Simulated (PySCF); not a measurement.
# C2HF2N (Difluoroacetonitrile): the cost of one run

Computed with PySCF 2.14.0, with density-fitted response routines of our own, on a single molecule in the gas phase. Atoms are numbered from 0 throughout.

## Step 1: The starting structure

6 atoms, charge 0, multiplicity 1; geometry from: MMFF94s. The atoms were then displaced at random by about 0.03 Å, so the start is not that level's minimum.

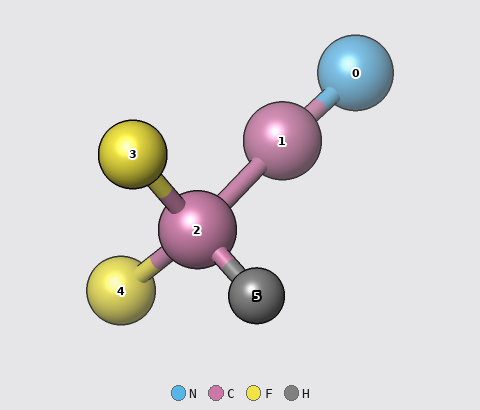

As it starts; nitrogen blue, carbon pink, fluorine yellow, hydrogen grey, atoms numbered.

## Step 2: Relaxing the molecule at PBE0-D3(BJ)/def2-SVP

What the job is given:

```
{"job": {"xc": "PBE0", "basis": "def2-SVP", "d3": "d3bj", "grid": 1, "shake": 0.03, "kind": "geom"}, "charge": 0, "multiplicity": 1}
N      2.233550    -0.086620    -0.060100
C      0.993050    -0.019530    -0.028240
C     -0.512440    -0.012000     0.053860
F     -0.856790     1.157770    -0.439270
F     -0.982800    -1.034820    -0.698200
H     -0.811450    -0.100830     1.102680
```

On the command line:

```bash
> OMP_NUM_THREADS=1 python probes_run.py task.json out
```

The driver reads the jobs from task.json and runs them one after another.

**Question.** How long does this first job take on 1 thread of Intel Xeon Platinum 8375C at 2.90GHz, shared host, and how much memory does it need?

About 9.7 s, with a peak of 0.31 GiB.
